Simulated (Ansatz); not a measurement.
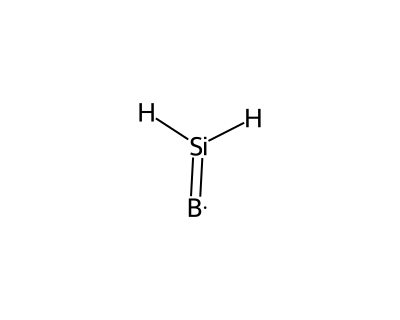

Structural formula above. State: neutral, doublet. The computed structure is the end point of a PBE0-D4/def2-TZVP optimisation. No frequency run is at hand to confirm it as a minimum.

What does the molecule look like in three dimensions?

It has 4 atoms: 1 boron, 2 hydrogen and 1 silicon (BH₂Si). SMILES: `[B]=[SiH2]`. Among its groups: Si–H bond. The point group is Cs. It is an open-shell species. Coordination: 1 Si trigonal pyramidal.

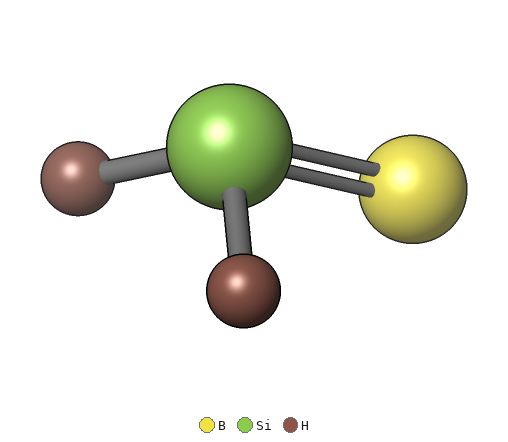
